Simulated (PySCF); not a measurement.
B(CF3)2(Me), SMILES CB(C(F)(F)F)C(F)(F)F, PBE0/def2-SVP optimised geometry. Atoms within 1.6 Å of the plane z = 0.0 Å (x, y, z in Å): B1 (-0.09, 0.11, 0.00), C2 (1.52, 0.11, 0.00), F3 (1.91, 0.00, -1.29), F4 (2.08, -0.90, 0.68), F5 (2.04, 1.25, 0.48), C6 (-0.82, -1.32, 0.08), F7 (-2.08, -1.29, -0.38), F8 (-0.87, -1.66, 1.38), F9 (-0.18, -2.29, -0.57), C10 (-0.88, 1.42, 0.00), H11 (-0.33, 2.29, -0.37), H12 (-1.07, 1.62, 1.08), H13 (-1.88, 1.34, -0.47).

Computed with PBE0/def2-TZVP in PySCF. Cells within 0.4 Å of a nucleus heavier than hydrogen are left out (blank, or x).

Map of the electron localisation function on the plane z = 0.0 Å:

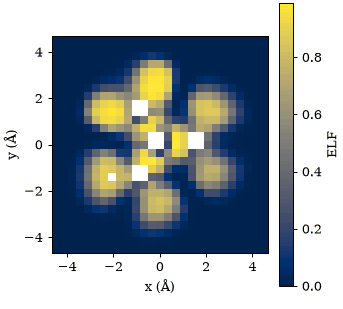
Figure: Electron localisation function on the plane z = 0.0 Å.
